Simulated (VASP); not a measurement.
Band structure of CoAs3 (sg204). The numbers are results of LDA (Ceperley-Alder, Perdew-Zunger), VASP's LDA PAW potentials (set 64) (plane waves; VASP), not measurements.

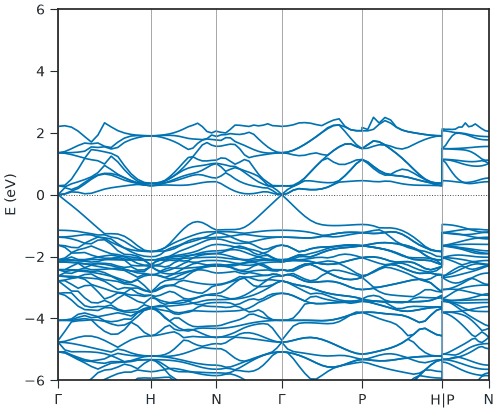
*Bands along high-symmetry lines, zero at the valence-band maximum or, without a gap, the Fermi level*

Read the plot: is there a gap, and where are the band edges?

It has no gap at this level: it comes out as a metal or semimetal. (Edges off the drawn lines would not show.)

The compound is CoAs3 in the sg204 structure. It was relaxed first, which changed the volume by +22 %. The run is not spin-polarised, so no magnetic state was tried.
